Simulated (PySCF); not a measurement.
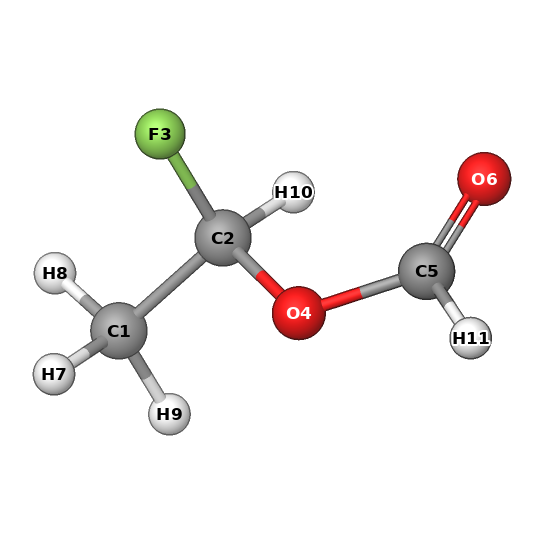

The geometry was computed by an optimisation with PBE0-D3(BJ)/def2-SVP. No frequency run is at hand to confirm it as a minimum. Method: B3LYP/pcJ-1 indirect spin-spin coupling, non-relativistic, gas phase (PySCF 2.14.0). Isotopes: 13C, 19F, 1H, 17O.

Give the spin–spin coupling constants of these pairs, with the number of bonds between them: C2/F3, F3/H9, F3/H8, F3/H7.

```tsv
pair	bonds apart	J (Hz)
C2, F3	1	−285.0
F3, H9	3	46.1
F3, H8	3	3.1
F3, H7	3	10.8
```

Density functionals are unreliable for couplings to fluorine, so those rows may be far off.
